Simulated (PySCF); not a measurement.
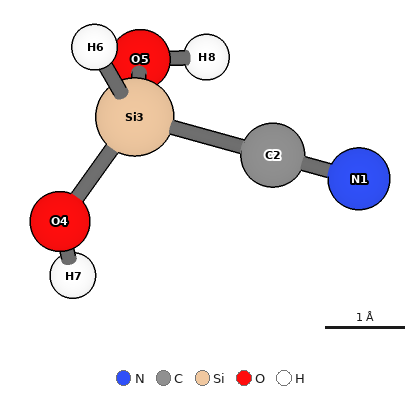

Figure 1. The input geometry of run A (ball-and-stick view, seen at a tilt; atoms are numbered from 1 in the order of the input). Bond lengths as drawn: C–N 1.16 Å, C–Si 1.87 Å, H–O 0.96 Å, H–Si 1.47 Å and O–Si 1.64 to 1.65 Å.

## CH₃NO₂Si: one change and its effect

System: CH₃NO₂Si, SMILES N#C[SiH](O)O.
Method of run A: GIAO PBE0/6-31G* NMR shielding, non-relativistic, gas phase (PySCF 2.14.0).

The geometry comes from this level: PBE0-D3(BJ)/def2-SVP. Text and figures count atoms from 1; the logs count them from 0 in places.

## The input, run A
```
{"job": {"kind": "nmr", "xc": "PBE0", "basis": "6-31G*", "pop": true}, "charge": 0, "multiplicity": 1}
N      2.478950     0.838482    -0.365233
C      1.439092     0.449709    -0.029768
Si    -0.262628    -0.148773     0.464958
O     -0.483329    -1.683541    -0.075722
O     -1.311338     0.934412    -0.200462
H     -0.364757    -0.204779     1.931974
H     -0.484623    -1.841536    -1.024784
H     -0.957233     1.635341    -0.755108
```

The first line tells a small driver script what to run in PySCF; the rest is the geometry in Å.

Command:
```bash
OMP_NUM_THREADS=1 python <driver script> task.json out
```

Hardware: 1 CPU thread, shared host.

## Output (run A)
```
coarse grid: 7808 points
cycle   1  E = -534.1324919160  dE =  6.092e-01  |g| = 9.475e-01  |ddm| = 2.863e+00
cycle   2  E = -533.8244792634  dE =  3.080e-01  |g| = 1.556e+00  |ddm| = 1.703e+00
cycle   3  E = -534.2938599667  dE = -4.694e-01  |g| = 2.461e-01  |ddm| = 1.159e+00
cycle   4  E = -534.3050113073  dE = -1.115e-02  |g| = 1.074e-01  |ddm| = 2.089e-01
cycle   5  E = -534.3075348931  dE = -2.524e-03  |g| = 1.341e-02  |ddm| = 7.931e-02
cycle   6  E = -534.3075834938  dE = -4.860e-05  |g| = 1.800e-03  |ddm| = 1.430e-02
cycle   7  E = -534.3075843269  dE = -8.331e-07  |g| = 4.163e-04  |ddm| = 2.058e-03
final grid: 72664 points
cycle   8  E = -534.2558100768  dE = -1.157e-05  |g| = 5.609e-03  |ddm| = 1.232e-02
cycle   9  E = -534.2558029314  dE =  7.145e-06  |g| = 8.274e-03  |ddm| = 1.052e-02
cycle  10  E = -534.2558164975  dE = -1.357e-05  |g| = 1.453e-03  |ddm| = 6.263e-03
cycle  11  E = -534.2558169478  dE = -4.503e-07  |g| = 4.179e-04  |ddm| = 1.082e-03
cycle  12  E = -534.2558169846  dE = -3.688e-08  |g| = 5.647e-05  |ddm| = 3.102e-04
cycle  13  E = -534.2558169855  dE = -8.267e-10  |g| = 8.869e-06  |ddm| = 5.547e-05
converged SCF energy = -534.2558169855

GIAO shielding tensors (ppm)
atom      isotropic    diamagn.    paramagn.     s11        s22        s33       span
  0 N      -50.260     336.176    -386.436   -232.753   -219.676    301.649    534.402
  1 C       79.930     260.517    -180.587    -26.423    -22.213    288.427    314.850
  2 Si     464.838     880.628    -415.790    399.855    489.771    504.888    105.033
  3 O      273.306     390.115    -116.809    227.805    295.103    297.009     69.204
  4 O      274.775     390.855    -116.080    227.869    286.374    310.083     82.213
  5 H       27.179      28.669      -1.490     24.055     24.595     32.887      8.833
  6 H       29.858      28.263       1.595     23.111     25.133     41.329     18.219
  7 H       29.744      28.710       1.034     22.947     25.516     40.769     17.822
```

For run B the input was changed thus:
```diff
-"basis": "6-31G*"
+"basis": "def2-SVP"
```

What does this change do to the results?

The total energy of run B is 155.7 kcal/mol higher, which measures the change of basis and not a stability. The HOMO goes from −9.48 to −9.54 eV. The LUMO goes from −0.42 to −0.54 eV. Of all shieldings, the largest change is that of N1, by −9.8 ppm. The number of SCF iterations is the same. The basis functions go from 80 to 89.

## Output (run B)
```
coarse grid: 7808 points
cycle   1  E = -533.7550991153  dE =  5.726e-01  |g| = 9.540e-01  |ddm| = 3.068e+00
cycle   2  E = -533.4371666388  dE =  3.179e-01  |g| = 1.574e+00  |ddm| = 1.818e+00
cycle   3  E = -533.9169277789  dE = -4.798e-01  |g| = 2.514e-01  |ddm| = 1.240e+00
cycle   4  E = -533.9286138519  dE = -1.169e-02  |g| = 1.071e-01  |ddm| = 2.159e-01
cycle   5  E = -533.9311282136  dE = -2.514e-03  |g| = 1.335e-02  |ddm| = 7.718e-02
cycle   6  E = -533.9311757879  dE = -4.757e-05  |g| = 1.889e-03  |ddm| = 1.503e-02
cycle   7  E = -533.9311766993  dE = -9.114e-07  |g| = 4.217e-04  |ddm| = 2.314e-03
final grid: 72664 points
cycle   8  E = -534.0076789023  dE = -1.143e-05  |g| = 6.673e-03  |ddm| = 1.510e-02
cycle   9  E = -534.0076677590  dE =  1.114e-05  |g| = 1.011e-02  |ddm| = 1.226e-02
cycle  10  E = -534.0076874404  dE = -1.968e-05  |g| = 1.449e-03  |ddm| = 7.368e-03
cycle  11  E = -534.0076878958  dE = -4.554e-07  |g| = 3.232e-04  |ddm| = 1.066e-03
cycle  12  E = -534.0076879185  dE = -2.264e-08  |g| = 5.854e-05  |ddm| = 2.676e-04
cycle  13  E = -534.0076879194  dE = -9.054e-10  |g| = 7.832e-06  |ddm| = 5.912e-05
converged SCF energy = -534.0076879194

GIAO shielding tensors (ppm)
atom      isotropic    diamagn.    paramagn.     s11        s22        s33       span
  0 N      -60.090     326.725    -386.815   -245.520   -233.594    298.843    544.362
  1 C       75.891     273.428    -197.537    -32.070    -28.634    288.378    320.448
  2 Si     473.494     881.916    -408.423    413.469    495.982    511.029     97.560
  3 O      281.616     385.228    -103.612    238.155    299.381    307.311     69.156
  4 O      282.658     386.426    -103.768    234.462    297.338    316.174     81.712
  5 H       26.970      28.775      -1.804     23.770     24.505     32.637      8.867
  6 H       29.358      30.969      -1.611     22.360     24.391     41.323     18.963
  7 H       29.270      31.685      -2.415     22.305     24.788     40.718     18.413
```

## The two runs side by side

| quantity | run A | run B |
| --- | --- | --- |
| outcome | converged | converged |
| total energy (hartree) | −534.255817 | −534.007688 |
| HOMO (eV) | −9.48 | −9.54 |
| LUMO (eV) | −0.42 | −0.54 |
| dipole moment (D) | 2.25 | 2.28 |
| shielding of N1 (ppm) | −50.3 | −60.1 |
| shielding of C2 (ppm) | 79.9 | 75.9 |
| shielding of Si3 (ppm) | 464.8 | 473.5 |
| shielding of O4 (ppm) | 273.3 | 281.6 |
| shielding of O5 (ppm) | 274.8 | 282.7 |
| shielding of H7 (ppm) | 29.9 | 29.4 |
| shielding of H8 (ppm) | 29.7 | 29.3 |
| SCF iterations | 13 | 13 |
| basis functions | 80 | 89 |
| wall time (shared host) | 4.7 s | 4.8 s |
